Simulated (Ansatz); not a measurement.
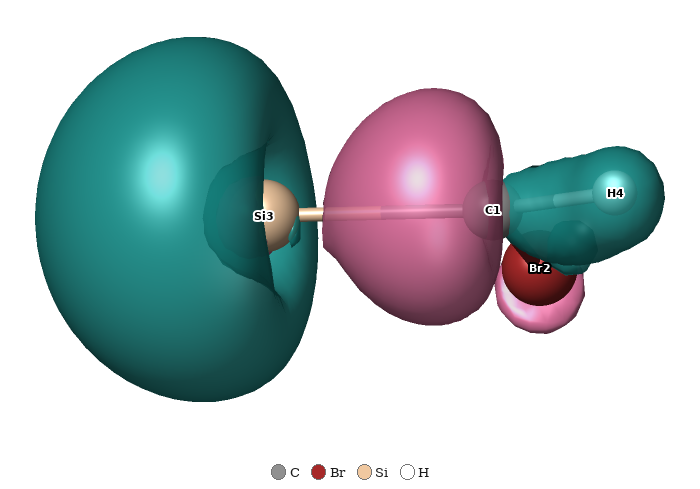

*CHBrSi. The HOMO−1 at ±0.15 Å⁻³ᐟ² (teal and pink are the two phases), seen from one side.*

Geometry: B3LYP-D4/def2-TZVP.

Theory: Ansatz, isolated molecule in a Gaussian basis; Kohn-Sham density functional theory, functional PBE0.

Q: What is the character of this orbital?

A: By Hirshfeld shares it lies mainly on Si3 (about 70 %), C1 (about 20 %) and Br2 (about 5 %); it is symmetric in the molecular plane (an in-plane orbital: σ, lone-pair or in-plane π type). Its energy is −8.24 eV.
